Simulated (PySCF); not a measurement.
C$_{6}$H$_{7}$FN$_{2}$Si (SMILES C[SiH2]/C(C#N)=C(/C#N)CF)

```xyz
17

C     2.8061    0.1037   -0.3047
Si    1.1385   -0.7686   -0.5009
C    -0.1872    0.4482    0.1650
C     0.2943    1.7098    0.5545
N     0.7487    2.7203    0.8538
C    -1.5060    0.2019    0.2870
C    -2.3762    1.1942    0.8017
N    -3.0809    1.9977    1.2159
C    -2.2043   -1.0746   -0.0761
F    -1.3833   -1.9478   -0.7362
H     3.6152   -0.5285   -0.6578
H     3.0113    0.3518    0.7335
H     2.8421    1.0312   -0.8704
H     1.0679   -1.9634    0.3413
H     0.8275   -1.0070   -1.9096
H    -3.0586   -0.8696   -0.7340
H    -2.5620   -1.5872    0.8272
```

Geometry: GFN2-xTB.

These are results of PySCF, PBE0/pcSseg-1, SCF density, gas phase, non-relativistic, not measurements.

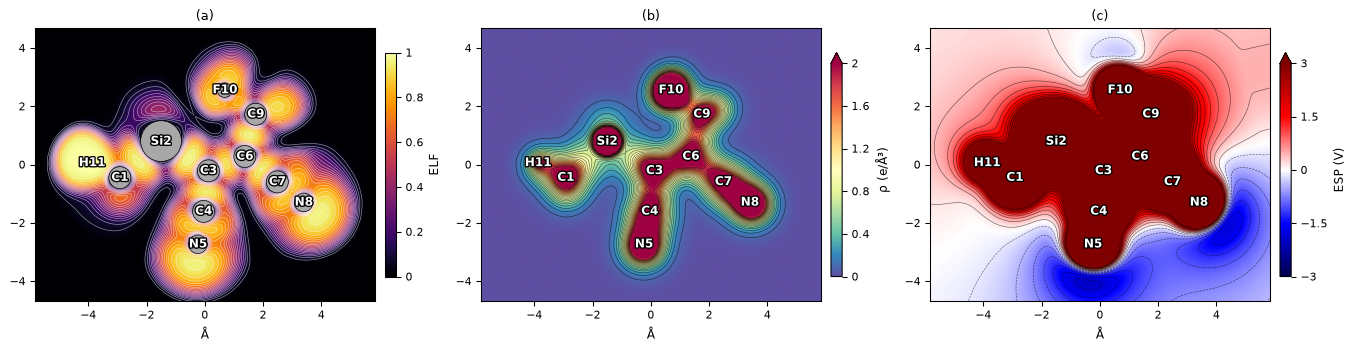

Figure 1. (a) electron localisation function; (b) total electron density; (c) electrostatic potential on the plane of atoms Si2, C1 and H11. Grey discs cover the atomic cores in the ELF map.

Interpret the plot.

Answer.
- Atoms in the plane: C, Si, N, F and H.
- C–N (1.15 Å): the density is about 3.6 e/Å³ at the midpoint; the ELF peaks at about 0.85 between the atoms (a short, multiple covalent bond).
- C–C (1.35 Å): the density is about 2.2 e/Å³ at the midpoint; the ELF peaks at about 0.95 between the atoms: localised, covalent bonding.
- C–F (1.37 Å): ρ is about 2.1 e/Å³ halfway, with its minimum of 1.7 e/Å³ about 0.5 Å from C; the ELF peaks at about 0.85 between the atoms; a shared but strongly polarised pair.
- C–Si (1.89 Å): ρ at the midpoint is about 0.93 e/Å³; the ELF peaks at about 0.95 between the atoms: a covalent bond.
- C–H (1.09 Å): ρ is about 1.9 e/Å³ halfway; the ELF climbs to about 1 towards the hydrogen, as it does in any bond to H (an ordinary covalent bond to hydrogen).
- The ELF also peaks beside N5, N8 and F10, away from the bonds: lone-pair regions.
- Outside the dense part of the molecule the potential is most negative (−2.0 V) near N5.

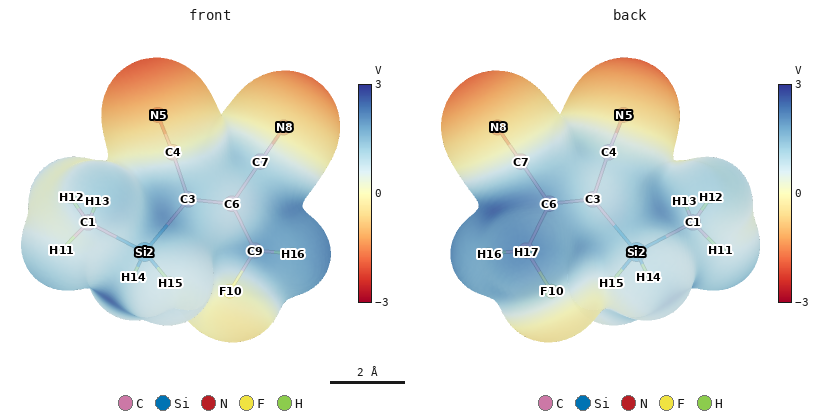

Figure 2. The molecular electrostatic potential painted on the density surface at 0.004 e/bohr³, seen from the front and from behind; the colour scale runs from red (negative) to blue (positive).

Which sites attract a positive test charge, and which a negative one?

Answer. A positive charge is drawn to the negative regions and a negative charge to the positive ones. The most negative region (about −1.9 V) lies over N5, the most positive (about +2.4 V) over Si2, C7 and C9. N5 is the likeliest acceptor of a hydrogen bond.
